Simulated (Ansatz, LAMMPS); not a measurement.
# Static equation of state of annealed Voronoi polycrystal of Si with 5 % C on Si sites (2 grains at the start) (214 atoms)

The cell holds 214 atoms: 203 Si and 11 C. Cell: a = 20.183 Å, b = 18.694 Å, c = 10.566 Å, α = 88.7°, β = 89.5°, γ = 88.0°. It derives from Si (diamond Si) and C. The starting structure: 2 columnar grains of diamond Si (a = 5.432 Å), 5 % of Si replaced at random by C at random centres and orientations, cut by Voronoi cells in a periodic box, atoms closer than 1.69 Å removed; annealed 10 ps at 1470 K with the Tersoff potential (Tersoff, Phys. Rev. B 39, 5566 (1989)), cooled to 300 K. Minimised at fixed cell.

Calculated with Ansatz 0.2.0: Kohn-Sham DFT, LDA, PAW (set soft_1), plane waves; cutoff 420 eV, Γ point, gaussian smearing of 0.05 eV. Cell and atoms were relaxed first, to V0 = 18.612 Å³ an atom at a residual P0 = -0.005 GPa. The cell was then scaled evenly, and the atoms were relaxed at each volume.

| volume (Å³/atom) | pressure (GPa) |
| --- | --- |
| 16.751 | ? |
| 17.496 | 5.535 |
| 18.054 | 2.381 |
| 19.171 | -2.385 |
| 19.729 | -4.491 |

Task: Fit the third-order Birch–Murnaghan equation to the rows given and extrapolate to the withheld row.

Worked fit:

Take the Eulerian strain f = ½[(V0/V)^(2/3) − 1] and the normalised pressure F = (P − P0) / [3f(1 + 2f)^(5/2)]. The third-order Birch–Murnaghan equation is then the line F = B0 + (3/2)B0(B′ − 4) f, so u = f and v = F.

```
      u = f  v = F (GPa)
  0.0210565      79.1099
  0.0102569      73.7015
-0.00975650      85.4383
 -0.0190505      86.5025
```

With n = 4: mean u = 6.2660e-4, mean v = 81.1880, Σ(u − ū)² = 0.0010051, Σ(u − ū)(v − v̄) = -0.26326. Slope b = -0.26326 / 0.0010051 = -261.92; intercept a = v̄ − b ū = 81.352.

So B0 = a = 81.4 GPa and B′ = 4 + 2b/(3a) = 1.85. At the withheld volume f = 0.03638, F = a + b f = 71.82 GPa, and P = P0 + 3f(1 + 2f)^(5/2) F.

Prediction at 16.751: 9.339 GPa. The run gave 10.03 GPa, so the fit is low by 0.69 GPa (6.9 % of the value).

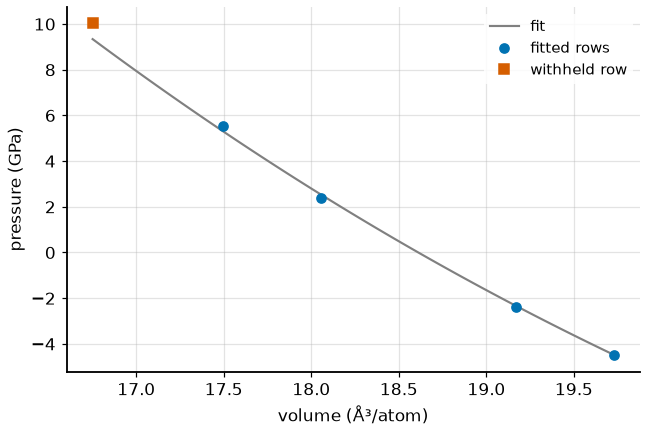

The fit, the rows that it rests on and the withheld row.

The series isn't one smooth equation of state: even a line fitted to all rows, the withheld one included, misses F by up to 8.4 %, the count of bonds changes along the series and an atom moves over 0.5 Å in some relaxation. B0 and B′ are then only the numbers of this fit, not moduli of the material. Among the rows given, the largest miss of the fit is at 17.496, by 0.23 GPa (1.6 % of the range of the table).

Limits: Static cells at zero temperature; the cell shape is held. The program notes that the SCF threshold of these relaxations is loose for the stress. The network of bonds at the start is that of the classical potential that made the cell, and needn't be the one that DFT or experiment would give. Only the Γ point is sampled, in a cell whose shortest periodic width is 11 Å, which is coarse for a cell with partly filled levels.

[Logs are printed without paths, hosts, clocks, repeated set-up lines and the standing remarks that a program may print on its own settings, such as how far it seeks lower states.]

[Hosts, paths, dates, database ids (printed as entryN), source tags and the programs' standing remarks are cut or masked in the printed files.]
